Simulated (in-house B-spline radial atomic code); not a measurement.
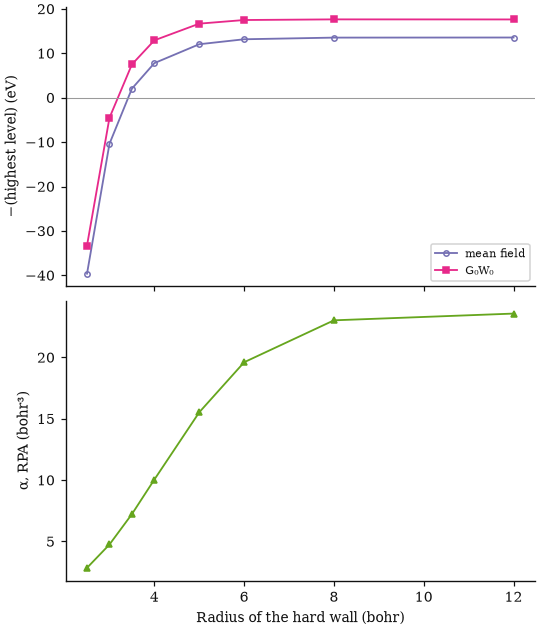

Re⁺ ([Xe] 4f¹⁴ 5d⁵ 6s) confined in a hard spherical wall, PBE start. All-electron spherical atom, scalar X2C, no spin-orbit coupling, Breit or QED terms; computed with a B-spline radial code.

### Describe the effect of the wall.

As the wall closes from 12 to 2.5 bohr, the mean-field binding energy of 6s↑ goes from 13.55 to −39.62 eV, so the level rises above zero, and the G₀W₀ value from 17.62 (at 12 bohr) to −33.29 eV (at 2.5 bohr). The RPA-screened polarisability falls from 23.6 to 2.85 bohr³, and the RPA correlation energy goes from −6.67 to −6.75 hartree.

Note: relativistic terms absent here (spin-orbit coupling, Breit, QED) can be large for so heavy or highly charged an atom or ion.
